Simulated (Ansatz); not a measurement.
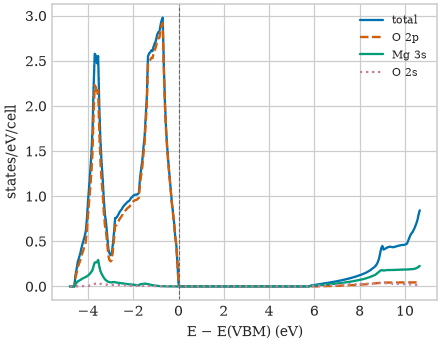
Figure: Total and projected density of states of MgO (rock salt, Fm-3m), DFT-r²SCAN in the program Ansatz with PAW potentials

Q: Which orbitals carry the states next to the gap?

A: Top 1 eV of the valence band: O 2p 98 %. Bottom 1 eV of the conduction band: Mg 3s 57 %, O 2s 34 %, O 2p 7 %. Projections are on Löwdin-orthogonalised atomic valence shells; empty p or d shells of many metals are not among them.

Q: Where is the tallest occupied peak in this window, and what makes it?

A: Near -0.7 eV, about 3.0 states/eV per cell; the largest projected share is O 2p.

Symmetry was held in the r²SCAN relaxation; phonons on a q-mesh show no instability.

Potentials: the earlier of the program's two PAW sets.
